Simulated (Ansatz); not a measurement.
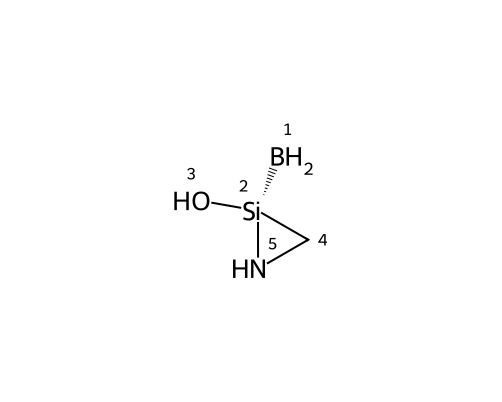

A structural formula, with wedges where it has stereocentres; small numbers name the atoms. The configuration is that of a computed structure (PBE-D4/def2-SVP).

Question: Assign CIP descriptors.

Answer: Si2: S.
